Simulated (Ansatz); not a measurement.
# doublet C2H5AlO+ at 3 levels

Wanted: a comparison of 3 runs (UHF/STO-3G, U-wB97X/6-31G*, UCCSD/6-31G*) of doublet C2H5AlO+. 

The calculation is run with Ansatz 0.2.0.

82 further runs of the same task are left out: 82 set aside as unsound or not needed.

### Step 1. The structure to begin with

The species is C2H5AlO+ (9 atoms), meant as a doublet with charge +1. SMILES of the parent species: `[CH3][Al]1[CH2][O]1`. The coordinates come from a PBE0-D4/def2-TZVP relaxation. That shape belongs to the parent species and isn't relaxed for this state.

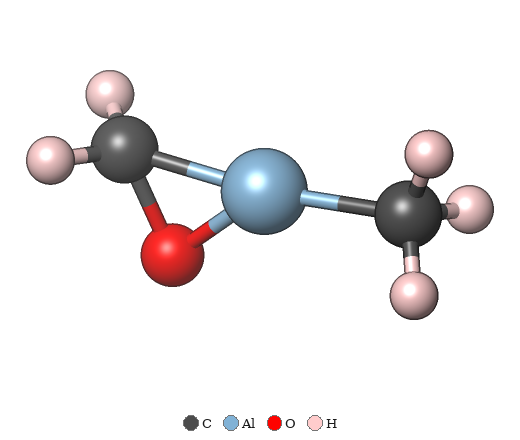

The structure, seen from a chosen angle (carbon dark grey, aluminium light blue, oxygen red, hydrogen pink).

### Step 2. The energy at UHF/STO-3G (run 1)

Contents of run.yaml:

```yaml
crystal:
  periodic: [false, false, false]
  atoms:
    - {symbol: C, position_ang: [-0.670900, 1.320200, -1.081500]}
    - {symbol: Al, position_ang: [0.051300, -0.076700, 0.044200]}
    - {symbol: C, position_ang: [0.678700, -1.280200, 1.349300]}
    - {symbol: O, position_ang: [0.789300, -1.609500, -0.097900]}
    - {symbol: H, position_ang: [0.039700, 1.575000, -1.872100]}
    - {symbol: H, position_ang: [-0.900200, 2.226000, -0.517500]}
    - {symbol: H, position_ang: [-1.591200, 0.976800, -1.562100]}
    - {symbol: H, position_ang: [0.038500, -1.980500, 1.887700]}
    - {symbol: H, position_ang: [1.653200, -1.197400, 1.832800]}
basis:
  gaussian:
    orbitals: STO-3G
total_charge: 1
magnetization:
  spin_polarized: true
  initial_magnetization: 1
hamiltonian:
  xc: hf
accuracy: high
output: {orbitals: {seedname: orbitals}}
```

On the command line:

```console
$ ansatz run run.yaml --threads 1 --pin off --max-ram 3480MiB --events-out events.jsonl --progress --plain --runs-dir runs
```

What it wrote:

```text
Warning: RAYON_NUM_THREADS=1 ignored (pool sized by the plan → 1); use --threads N
Functional definition: HF
  name "HF"
  exchange = exact_x
  correlation = 0
564 factors; integrals over basis functions are off by at most 2.8e-9 eV
mean field evaluation 1: about -10617.2052 eV, gradient 2.6e1 eV
mean field evaluation 2: about -10617.3072 eV, gradient 2.6e1 eV
mean field evaluation 4: about -10623.0609 eV, gradient 3.0e0 eV
mean field evaluation 8: about -10623.4678 eV, gradient 3.3e-1 eV
mean field evaluation 16: about -10623.4731 eV, gradient 3.8e-7 eV
mean field evaluation 32: about -10623.2891 eV, gradient 1.5e0 eV
mean field evaluation 64: about -10623.3613 eV, gradient 1.3e-1 eV
mean field -10623.47311829 eV, -390.4054362485 hartree, gradient 2.4e-8 eV, S^2 0.780801; 1 other end points of the search recorded, 0 dependent functions left out
reference -10623.47311829 eV, -390.4054362485 hartree; 19, 18 occupied and 10, 11 virtual orbitals, 564 factors
Total energy: -10623.47311829 eV, -390.4054362485 hartree
```

Wall time 0.62 s (1 thread of Arm Neoverse V2, shared host).

### Step 3. A single-point energy at U-wB97X/6-31G(d) (spherical functions) (run 2)

run.yaml: that of step 2 with these lines changed.

```diff
@@ -14,3 +14,3 @@
   gaussian:
-    orbitals: STO-3G
+    orbitals: 6-31G_st_-spherical.json
 total_charge: 1
@@ -20,4 +20,5 @@
 hamiltonian:
-  xc: hf
+  xc: {name: wB97X}
 accuracy: high
-output: {orbitals: {seedname: orbitals}}
+output:
+  orbitals: {seedname: orbitals}
```

The basis set 6-31G* is read from a file made from the Basis Set Exchange's data (not shown).

On the command line:

```console
$ ansatz run run.yaml --threads 1 --pin off --max-ram 3480MiB --events-out events.jsonl --progress --plain --runs-dir runs
```

What it wrote (excerpt; [...] marks lines left out):

```text
Warning: RAYON_NUM_THREADS=1 ignored (pool sized by the plan → 1); use --threads N
Functional definition: wB97X
  name "wB97X"
[...]
      + exact_x_lr(omega)
[...]
      + integral(e_c_pw_opposite_spin*poly(b97_u_opposite, 1, cos1, cos2, cos3, cos4))
1640 factors; integrals over basis functions are off by at most 8.4e-9 eV
351 factors; integrals over basis functions are off by at most 2.4e-9 eV
[...]
mean field -10788.54840109 eV, -396.4718409994 hartree, gradient 5.8e-8 eV, S^2 0.754678; 2 other end points of the search recorded, 0 dependent functions left out
reference -10788.54839758 eV, -396.4718408704 hartree; 19, 18 occupied and 51, 52 virtual orbitals, 1640 factors
Total energy: -10788.54839758 eV, -396.4718408704 hartree
```

Wall time 59 s (1 thread of Arm Neoverse V2, shared host); peak memory 0.75 GiB.

### Step 4. The energy at UCCSD/6-31G(d) (spherical functions) (run 3)

Contents of input.yaml:

```yaml
crystal:
  periodic: [false, false, false]
  atoms:
    - symbol: C
      position_ang: [-0.670900, 1.320200, -1.081500]
    - symbol: Al
      position_ang: [0.051300, -0.076700, 0.044200]
    - symbol: C
      position_ang: [0.678700, -1.280200, 1.349300]
    - symbol: O
      position_ang: [0.789300, -1.609500, -0.097900]
    - symbol: H
      position_ang: [0.039700, 1.575000, -1.872100]
    - symbol: H
      position_ang: [-0.900200, 2.226000, -0.517500]
    - symbol: H
      position_ang: [-1.591200, 0.976800, -1.562100]
    - symbol: H
      position_ang: [0.038500, -1.980500, 1.887700]
    - symbol: H
      position_ang: [1.653200, -1.197400, 1.832800]
basis:
  gaussian: {orbitals: 6-31G_st_-spherical.json}
magnetization: {spin_polarized: true, initial_magnetization: 1}
total_charge: 1
accuracy: high
scf: {omitted_lower_state_checks: [cluster_reference, increment]}
correlation: {method: ccsd, frozen_orbitals: {Al: 5, C: 1, H: 0, O: 1}}
```

The basis set 6-31G* is read from a file made from the Basis Set Exchange's data (not shown).

On the command line:

```console
$ ansatz run input.yaml --threads 1 --pin off --max-ram 3480MiB --events-out events.jsonl --progress --plain --runs-dir runs
```

What it wrote (excerpt; [...] marks lines left out):

```text
Warning: RAYON_NUM_THREADS=1 ignored (pool sized by the plan → 1); use --threads N
[... 2 set-up lines as earlier in the session ...]
[...]
1640 factors; integrals over basis functions are off by at most 8.4e-9 eV
[...]
mean field -10751.18503114 eV, -395.0987624795 hartree, gradient 2.9e-8 eV, S^2 0.773571; 5 other end points of the search recorded, 0 dependent functions left out
8 core orbitals not correlated: weight in the atoms' cores, before any rotation towards them, 1.000 or more for the frozen orbitals, at most 0.000 for the correlated occupied ones
reference -10751.18503114 eV, -395.0987624795 hartree; 11, 10 occupied and 51, 52 virtual orbitals, 1640 factors
second order -12.67818147 eV of doubles, -0.00000000 eV of singles
cycle   1  -13.10976194 eV  change   -4.3e-1 eV  update   1.0e-1
[...]
cycle  29  -13.68827293 eV  change    1.0e-9 eV  update   1.4e-9
Total energy: -10764.87330407 eV, -395.6017972313 hartree
Checks for a lower state left out: cluster_reference, increment
```

Run time: 26 s. Hardware: 1 thread of Arm Neoverse V2, shared host; peak memory 0.52 GiB.

### Step 5. The series

```csv
run,level,frozen core orbitals,energy (Eh),HOMO energy (eV),LUMO energy (eV),⟨S²⟩,wall time
1,UHF/STO-3G,–,-390.405436,-16.08,-2.28,0.781,0.62 s
2,U-wB97X/6-31G* (spherical functions),–,-396.471841,-16.87,-8.46,0.755,59 s
3,UCCSD/6-31G* (spherical functions),8,-395.601797,–,–,0.774,26 s
```

### Step 6. Summary of results

| quantity | value |
| --- | --- |
| run 3: total energy | -395.60180 Eh |
| run 3: correlation energy (8 core orbitals frozen) | -503.0 mEh |
| run 3: ⟨S²⟩ of the reference determinant | 0.774 |
| run 3: T1 diagnostic | 0.022 |

In run 1 the basis is minimal, so the values are rough. All runs together took 85 s, the longest 59 s.
